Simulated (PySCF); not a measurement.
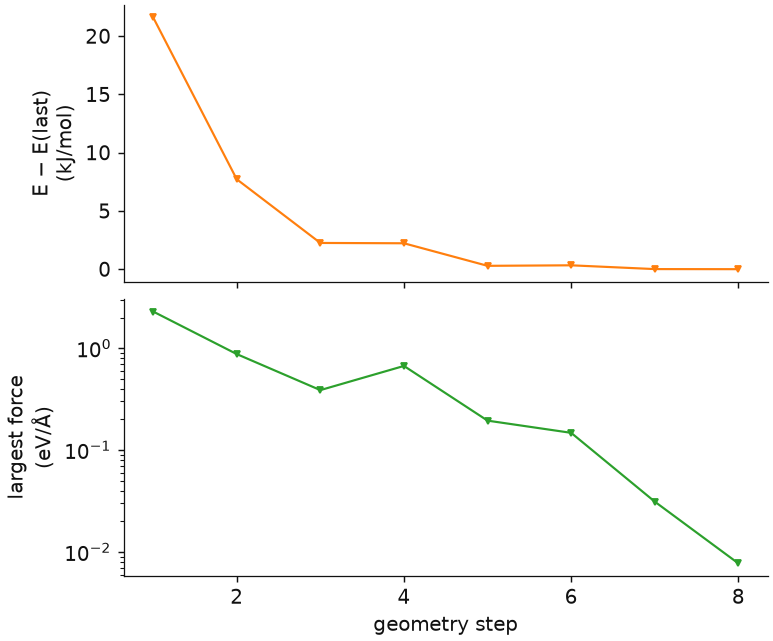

History of a geometry optimisation. 1-Chloro-2,2-difluoroethylene (SMILES FC(F)=CCl); PySCF, PBE0-D3(BJ)/def2-SVP, geometry optimisation.

The optimisation met its thresholds at geometry 8, counting the start as the first. The energy fell by about 22 kJ/mol from the first step to the last. The largest force goes from about 2.3 eV/Å at the start to 8 × 10⁻³ eV/Å at the end.
